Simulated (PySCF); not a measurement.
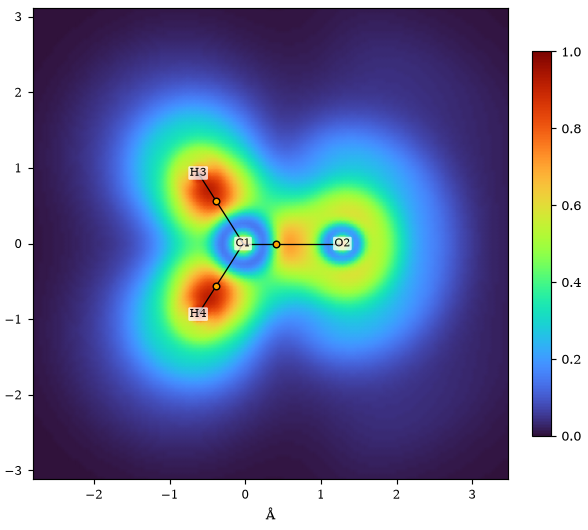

Figure 1: CH2O, charge −1, doublet, SMILES `[CH2][O-]`. Localised orbital locator (LOL) in the molecular plane, with bond paths and bond critical points (dots).

Computed with PySCF, B3LYP/def2-SVPD, geometry: GFN2-xTB. The highest occupied Kohn–Sham orbital has positive energy, a self-interaction fault of such functionals for anions. No frequency check shows the geometry to be a minimum. The stability of the open-shell solution wasn't checked. GFN2-xTB doesn't know the spin state, so this open-shell geometry is rough.

Input

```python
import numpy as np
from pyscf import gto, scf, dft
from pyscf.scf import atom_ks, atom_hf
from scipy.linalg import block_diag

def solve(mol, dm0=None, hcore=None):
    mf = (dft.UKS if mol.spin else dft.RKS)(mol, xc='b3lyp')
    mf.grids.level = 3
    mf = mf.density_fit(auxbasis='def2-universal-jkfit')
    mf.conv_tol, mf.max_cycle = 1e-8, 80
    if hcore is not None:
        mf.get_hcore = lambda *args: hcore
    mf.kernel(dm0)
    if not mf.converged:
        mf = mf.newton().run(mf.mo_coeff, mf.mo_occ, max_cycle=30)
    assert mf.converged, 'SCF not converged'
    return mf

mol = gto.M(atom='''
C      0.58241     0.00000     0.00000
O     -0.73087     0.00000     0.00000
H      1.17625    -0.93303     0.00000
H      1.17625     0.93303     0.00000
''', basis='def2-svpd', charge=-1, spin=1, verbose=4)
mf = solve(mol)
mf.analyze()
# spherically averaged free atoms, for the promolecule
atm = atom_ks.get_atm_nrks(mol, xc='b3lyp')
pro = block_diag(*[(atm[a[0]][2] * atm[a[0]][3]) @ atm[a[0]][2].T for a in mol._atom])
np.savez('result.npz', e=mf.e_tot, c=mf.mo_coeff, occ=mf.mo_occ, eps=mf.mo_energy, pro=pro, dip=mf.dip_moment(verbose=0), s2=mf.spin_square()[0])
```

Launched as:

```sh
OMP_NUM_THREADS=1 python input.py
```

The run took 4.5 s on 1 thread of Arm Neoverse V2 (shared host), peak memory 0.23 GiB.

Partitions, critical points and surface values were worked out afterwards from this run's density.

### What values does LOL take at the bond critical points in this plane?

C1–H3 and C1–H4: about 0.85; C1–O2: about 0.49. Values above 0.5 mark slow, localised electrons, as in shared pairs; low values at a critical point mark a polar or closed-shell contact whose critical point lies between the shells.

### Where along C1–O2 does the critical point lie?

0.44 Å from C1 and 0.87 Å from O2.
